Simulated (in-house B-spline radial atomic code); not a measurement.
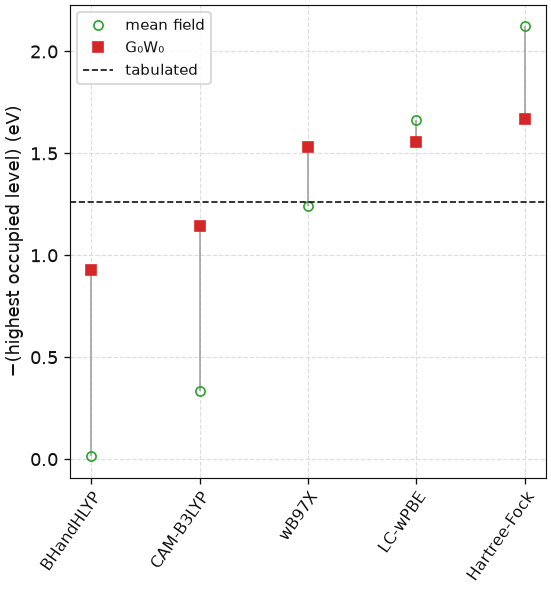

Binding energy of the highest level (2p↑) of an atom or ion with the configuration [He] 2s² 2p³, on 5 mean-field starts and after G₀W₀. All-electron spherical atom, scalar X2C, no spin-orbit coupling, Breit or QED terms; computed with a B-spline radial code.

Which atom or ion is it?

C⁻. The mean-field values spread from 0.01 eV (BHandHLYP) to 2.12 eV (Hartree-Fock); after G₀W₀ they lie between 0.93 eV (BHandHLYP) and 1.67 eV (Hartree-Fock), so the spread shrinks from 2.11 to 0.74 eV. The tabulated removal energy is 1.26 eV; the nearest G₀W₀ value is that on CAM-B3LYP (1.14 eV).

Note: anion configuration assumed.
